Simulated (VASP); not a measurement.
Band structure of SrTe (rock salt). These are PBE GGA with D3 dispersion (Becke-Johnson damping), VASP's PBE PAW potentials (set 64) (plane waves; VASP) values and carry that method's errors.

Unless said otherwise, spin-orbit coupling is left out, though it shifts the bands of the heavy elements here.

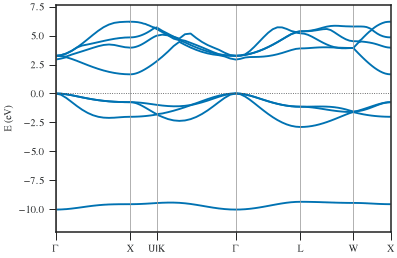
Figure. Bands along high-symmetry lines, zero at the valence-band maximum or, without a gap, the Fermi level

Task: Read the plot: is there a gap, and where are the band edges?

Result: The gap is indirect, 1.65 eV, from the valence maximum at Γ to the conduction minimum at X. (Edges off the drawn lines would not show.)

The compound is SrTe in the rock salt structure. It was relaxed first.
